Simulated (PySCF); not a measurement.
**C2H5ClO, SMILES `C=O.CCl`: what the electrons do**

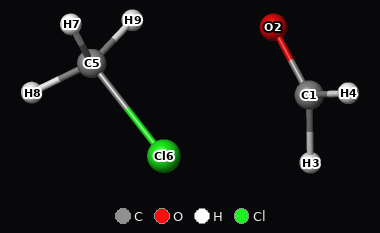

The molecule, with its atoms numbered as below.

Geometry (Å), atoms numbered from 1:

```
C1       1.6808   -0.4759    0.0007
O2       1.7561    0.7221   -0.0007
H3       1.6833   -1.0721   -0.9251
H4       1.6806   -1.0702    0.9277
C5      -1.2076    1.0777    0.0003
Cl6     -0.9712   -0.6753   -0.0003
H7      -1.7387    1.3501    0.9070
H8      -1.7818    1.3447   -0.8813
H9      -0.2206    1.5391   -0.0239
```

## 1. Weak contacts

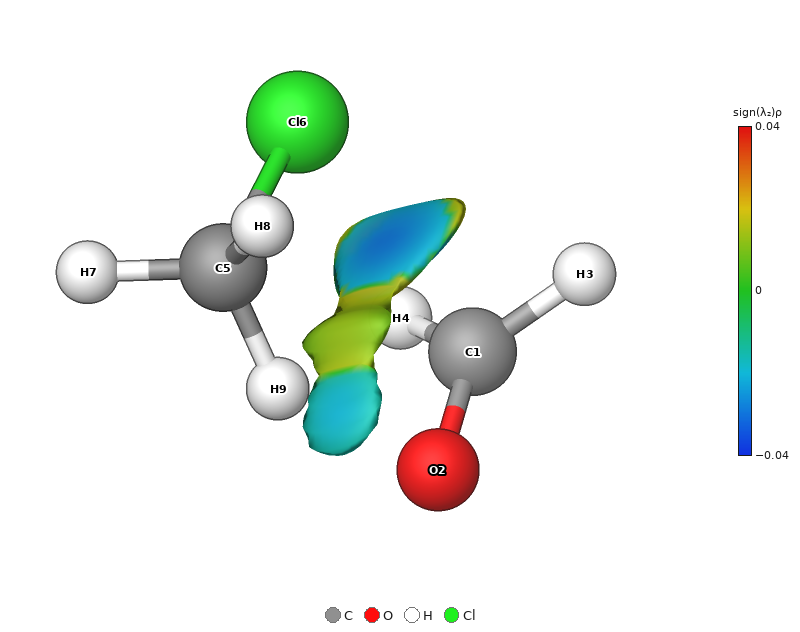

Non-covalent interaction surfaces between the fragments (reduced density gradient s = 0.5, coloured by sign(λ₂)ρ in a.u.; trimmed to the region between the fragments where ρ is under 0.06 a.u.). Fragment A: H2CO (atoms 1–4); fragment B: H3CCl.

Level of theory: PBE/def2-SVPD (PySCF), at a geometry from GFN2-xTB.

Question: Interpret the surfaces between the fragments.

Answer: Bond critical points between the fragments: C1···Cl6, 2.66 Å, ρ = 0.026 a.u.; O2···H9, weak C–H hydrogen bond, 2.14 Å, ρ = 0.018 a.u. The strongest appears blue (attractive, sign(λ₂)ρ well below zero). Several contacts close a ring, whose ring point adds a part with positive λ₂ between them. The pose is a local one from a semi-empirical search, not shown to be the most stable.

Question: How strongly are they bound?

Answer: The counterpoise-corrected interaction energy of the frozen fragments is +0.3 kcal/mol without dispersion correction and −1.4 kcal/mol with D3(BJ). The pair geometry is semi-empirical, not a minimum at this level.

## 2. Binding density

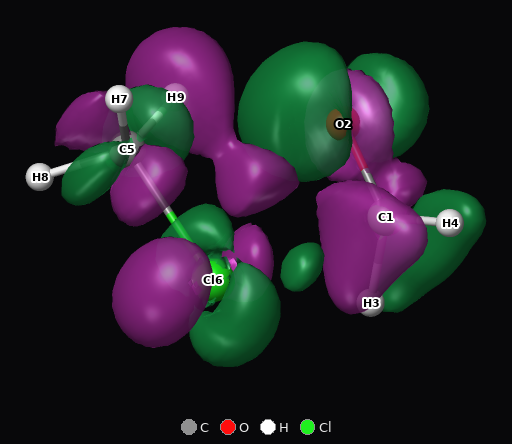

Density of the complex less the densities of the two fragments at the same geometry, ±0.006 e/Å³ (green: gain, purple: loss). Fragment A: H2CO (atoms 1–4); fragment B: H3CCl.

Question: Which way does charge flow?

Answer: Hirshfeld charges show 0.044 e passing from B to A. By Hirshfeld charges, electrons gather most on O2 (−0.044 e) and leave H9 most (+0.017 e); 0.12 e is displaced in all, which induces a dipole of 0.68 D.

## 3. Excited states

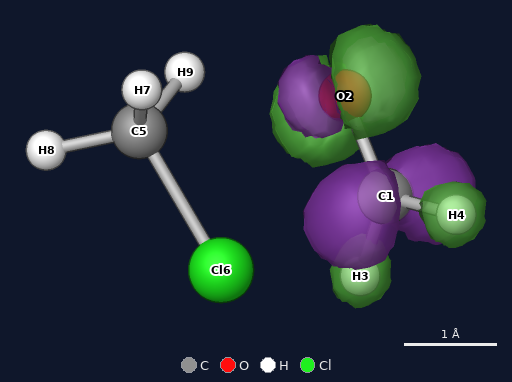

Unrelaxed difference density of S₁ less the ground state (TDA singlet states), ±0.1 e/Å³; purple: gain, green: loss.

Method: M06-2X/def2-SVP; geometry: GFN2-xTB; program: PySCF. Without diffuse functions Rydberg states are missing, so the states' numbers hold for this basis only.

Question: How does the charge move on excitation?

Answer: 0.74 e is displaced in all, of which about 0.4 e passes between atoms: O2 (0.31 e) loses electrons and C1 (0.33 e) and Cl6 (0.05 e) gain them. The state: 4.16 eV (298 nm), f = 0.000 (very weak); the leading pair carries 100 %; hole on O2 (65 %), C1 (15 %) and H3 and H4 (9 % each), electron on C1 (49 %), O2 (34 %) and H3 and H4 (5 % each); their centroids lie 0.4 Å apart.

The PySCF runs shown took 31 s and 5.8 min on 1 thread of Arm Neoverse V2, on a shared host.
